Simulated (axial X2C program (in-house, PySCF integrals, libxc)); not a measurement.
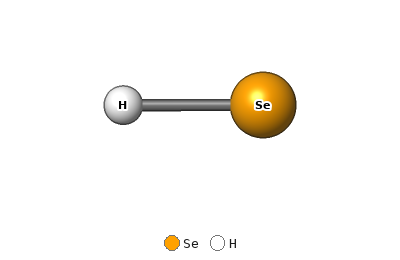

The molecule at the reference distance of 1.472 Å.

**Run report: SeH, relativistic diatomic calculation**

SeH, single determinant with Ω = 3/2. Computed at this level: PBE0, two-component X2C with atomic mean-field Coulomb and Gaunt terms, Se dyall-v3z, H dyall-v3z (cores contracted) (axial X2C program (in-house, PySCF integrals, libxc)).

### The input
```
{"zs": [34, 1], "q": 0, "bas": ["dyall-v3z", "dyall-v3z"], "levels": ["PBE0", "HF", "TPSS", "M06"], "cc": false, "r0": 1.036, "npts": 10, "nst": 2, "ntry": 6}
```

The line is the task of a batch: nuclear charges, charge, bases, the levels to run, a first guess of the distance and further settings. This report covers PBE0 with spin-orbit coupling. The log is that of the reference distance 1.472 Å, started from orbitals converged before.

The run was one of a batch that the task file lists, launched with:
```bash
python <driver script> task.json out
```

### The program's output
```
two-component X2C + atomic mean field  PBE0
basis functions 89  fitting functions 580  grid points 5072
iter        total energy     max residual
   1      -2429.417222477     6.82e-06
   2      -2429.417222478     5.82e-06
converged
one-electron -3402.66011206  Coulomb 1050.57818626  exact exchange -21.78485151  xc functional -66.87796526  nuclear repulsion 12.22284319  atomic mean-field constant -0.89532309
```

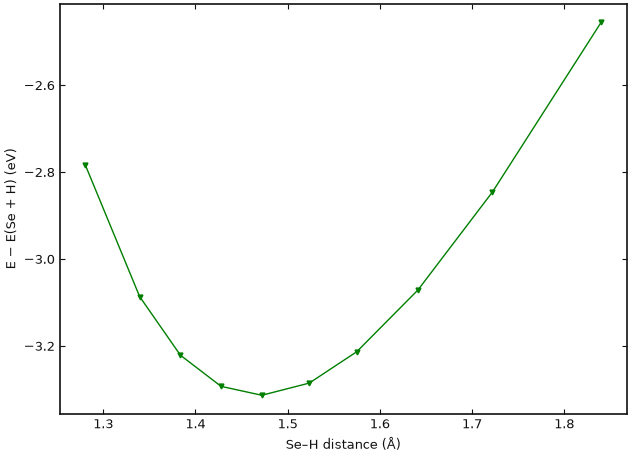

Energy at 10 bond lengths, for one set of occupations held fixed; the line joins the points. A polynomial of degree 6 through 9 points gives rₑ = 1.470 Å, ωₑ = 2421 cm⁻¹, ωₑxₑ = 37 cm⁻¹ and Bₑ = 7.837 cm⁻¹. The minimum lies 3.31 eV below Se + H, each computed as one determinant at the same level.

### Outcome

```tsv
quantity	value
outcome	converged
bond length rₑ	1.470 Å
ωₑ	2421 cm⁻¹
energy at the minimum	−2429.41722 hartree
depth below the fragments	3.31 eV
hardware	1 thread of Arm Neoverse N1, 98 GiB of memory available, shared host
wall time	3 s
```

### What is odd here

One thing in this input was made odd on purpose: far start. The program ran to the end. Its numbers are those of the input as typed; this run alone doesn't show how far the oddity moves them.
